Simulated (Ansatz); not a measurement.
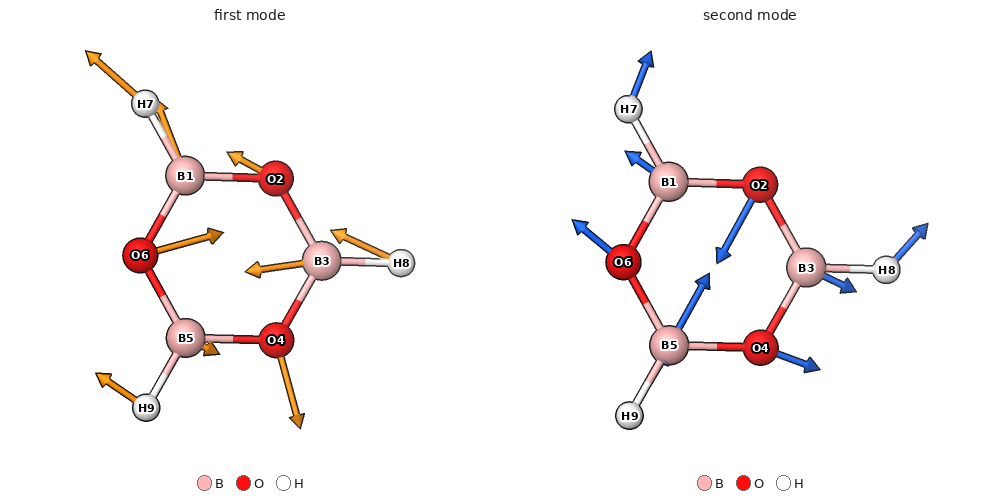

The system is B3H3O3, charge +1, spin multiplicity 2; the picture shows the reference structure; its two panels give the patterns of the first and the second mode as arrows. First axis: normal mode 4 (520 cm⁻¹, of the parent). Second axis: normal mode 5 (520 cm⁻¹, of the parent). Nothing is relaxed (straight displacements along the two mass-weighted modes). The grid has 15 × 15 points. Points are written as (first, second). All energies are given in cm⁻¹ relative to the lowest grid point. Near the degeneracy a single determinant is a rough description. Theory: UKS PBE-D4/def2-SVP in Ansatz 0.2.0.

Its coordinates:

```xyz
9

B     1.3119    0.1168   -0.4280
O     0.6175   -1.0617   -0.6298
B    -0.6923   -1.1820   -0.2039
O    -1.3075   -0.1164    0.4266
B    -0.6196    1.0652    0.6319
O     0.6900    1.1780    0.2032
H     2.4581    0.2188   -0.8021
H    -1.2972   -2.2147   -0.3820
H    -1.1609    1.9959    1.1840
```

Range: normal mode 4 (520 cm⁻¹, of the parent) from −1.099 to 1.099 amu½·Å; normal mode 5 (520 cm⁻¹, of the parent) from −1.099 to 1.099 amu½·Å.

### Predict the map.

The lowest grid point is at (−0.471 amu½·Å, 0.314 amu½·Å); the map holds 2 wells of about this depth. The highest grid point, (1.099 amu½·Å, −1.099 amu½·Å), lies 4694 cm⁻¹ above the lowest. On the interpolated surface the easiest way out of the lowest well to a well of about the same depth near (0.471 amu½·Å, 0.314 amu½·Å) passes a barrier of about 42 cm⁻¹, counted from the interpolated bottom of the well.

| second ↓, first → | −1.099 | −0.942 | −0.785 | −0.628 | −0.471 | −0.314 | −0.157 | 0.000 | 0.157 | 0.314 | 0.471 | 0.628 | 0.785 | 0.942 | 1.099 |
| --- | --- | --- | --- | --- | --- | --- | --- | --- | --- | --- | --- | --- | --- | --- | --- |
| 1.099 | 3837 | 3103 | 2554 | 2168 | 1916 | 1770 | 1701 | 1690 | 1728 | 1822 | 1985 | 2244 | 2630 | 3171 | 3892 |
| 0.942 | 2979 | 2274 | 1752 | 1393 | 1167 | 1041 | 984 | 975 | 1006 | 1082 | 1222 | 1454 | 1812 | 2325 | 3018 |
| 0.785 | 2303 | 1626 | 1133 | 804 | 608 | 506 | 465 | 460 | 481 | 537 | 649 | 848 | 1173 | 1657 | 2323 |
| 0.628 | 1805 | 1155 | 691 | 396 | 236 | 168 | 148 | 147 | 158 | 188 | 262 | 422 | 712 | 1165 | 1804 |
| 0.471 | 1476 | 849 | 413 | 155 | 43 | 22 | 32 | 40 | 35 | 29 | 54 | 165 | 415 | 840 | 1455 |
| 0.314 | 1305 | 694 | 280 | 54 | 0 | 56 | 119 | 140 | 113 | 52 | 1 | 51 | 266 | 668 | 1265 |
| 0.157 | 1275 | 668 | 258 | 43 | 21 | 187 | 399 | 450 | 384 | 195 | 23 | 33 | 234 | 629 | 1221 |
| 0.000 | 1367 | 746 | 317 | 79 | 30 | 168 | 487 | 972 | 496 | 175 | 29 | 66 | 290 | 702 | 1306 |
| −0.157 | 1561 | 909 | 440 | 152 | 40 | 98 | 309 | 607 | 304 | 98 | 38 | 141 | 416 | 868 | 1503 |
| −0.314 | 1846 | 1147 | 623 | 269 | 78 | 40 | 132 | 261 | 125 | 41 | 80 | 265 | 609 | 1118 | 1799 |
| −0.471 | 2213 | 1460 | 871 | 444 | 170 | 38 | 20 | 45 | 20 | 45 | 182 | 454 | 873 | 1449 | 2186 |
| −0.628 | 2665 | 1851 | 1196 | 697 | 344 | 129 | 28 | 6 | 37 | 148 | 370 | 724 | 1220 | 1865 | 2664 |
| −0.785 | 3206 | 2333 | 1615 | 1050 | 630 | 349 | 193 | 149 | 209 | 379 | 671 | 1096 | 1662 | 2373 | 3234 |
| −0.942 | 3848 | 2922 | 2149 | 1528 | 1056 | 727 | 539 | 484 | 559 | 767 | 1109 | 1591 | 2217 | 2988 | 3908 |
| −1.099 | 4606 | 3636 | 2818 | 2155 | 1644 | 1285 | 1076 | 1015 | 1099 | 1330 | 1707 | 2231 | 2904 | 3725 | 4694 |

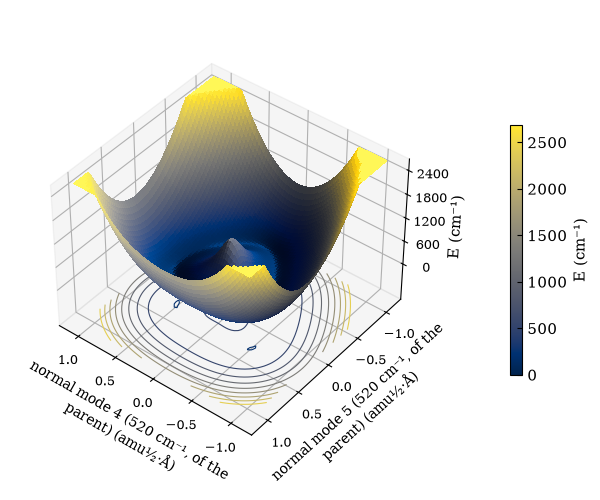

In the figure: a relief with its contours projected below, any walls above the top of the colour scale cut off. Between grid points the surface is interpolated.

The whole map (225 points run) took 67 min on 1 thread of Arm Neoverse N1, with other jobs on the host.
